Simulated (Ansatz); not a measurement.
Input

```
crystal:
  periodic: [false, false, false]
  atoms:
    - { symbol: Ga, position_ang: [-0.430246, 0.002409, -0.250006] }
    - { symbol: H, position_ang: [1.781355, -0.000443, 1.440718] }
    - { symbol: H, position_ang: [2.138436, -0.000443, 0.823089] }
    - { symbol: H, position_ang: [-1.910945, -0.001523, -1.102301] }
basis:
  gaussian: { orbitals: def2-SVP }
hamiltonian:
  xc: b3lyp
  dispersion: d4
relax:
  f_tol: 0.03
  max_steps: 50
output:
  orbitals: {}
```

Run with:

```sh
ansatz run input.yaml --threads 1 --pin off --max-ram 2048MiB --backend cpu --events-out ev --progress --plain --runs-dir out
```

The fields are those of the run's last geometry, not of the input's.

Method: Ansatz 0.2.0, RKS B3LYP-D4/def2-SVP.

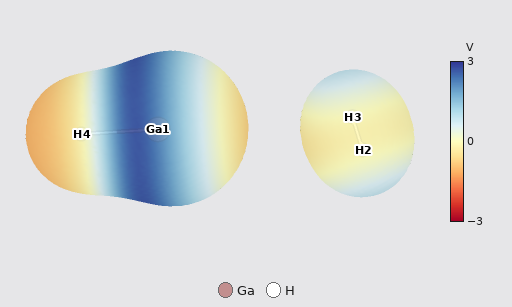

GaH···H2. The electrostatic potential painted on the density surface at 0.004 e/bohr³, seen across its widest extent; the colour scale runs from red (negative) to blue (positive).

Q: Where is the surface potential most negative and most positive?

A: The most negative region (about −1.1 V) lies over H4, the most positive (about +2.7 V) over Ga1.
